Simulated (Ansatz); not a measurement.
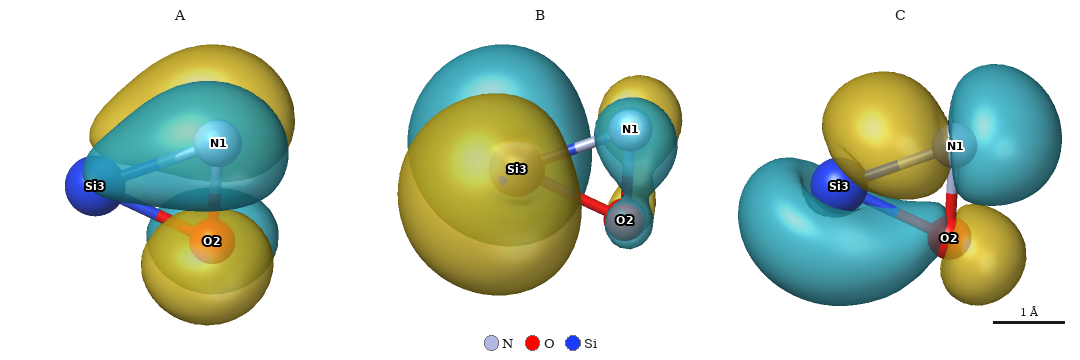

The picture shows: NOSi (doublet). Three frontier orbitals at ±0.1 Å⁻³ᐟ² (yellow and cyan are the two phases), in no order.

Geometry: PBE0-D3(BJ)/def2-SVP.

All numbers below come from isolated molecule in a Gaussian basis; Kohn-Sham density functional theory, functional PBE0 in Ansatz 0.2.0.

Question: Which picture is the HOMO−1, the HOMO and the LUMO? All are α orbitals.

Answer: C is the HOMO−1 (α) (−7.87 eV). Its weight (Hirshfeld) is mainly on N1 (about 50 %), Si3 (about 30 %) and O2 (about 15 %); it is symmetric in the molecular plane (an in-plane orbital: σ, lone-pair or in-plane π type). A is the HOMO (α) (−7.25 eV). It lies mainly on N1 (about 55 %) and O2 (about 35 %); it changes sign across the molecular plane (π type); π-antibonding (a node) across N1–O2 and O2–Si3. B is the LUMO (α) (−2.67 eV). Its weight (Hirshfeld) is mainly on Si3 (about 90 %) and N1 (about 10 %); it changes sign across the molecular plane (π type).

Question: What is the gap between the highest occupied and lowest empty α orbitals?

Answer: 4.58 eV between the orbital energies.
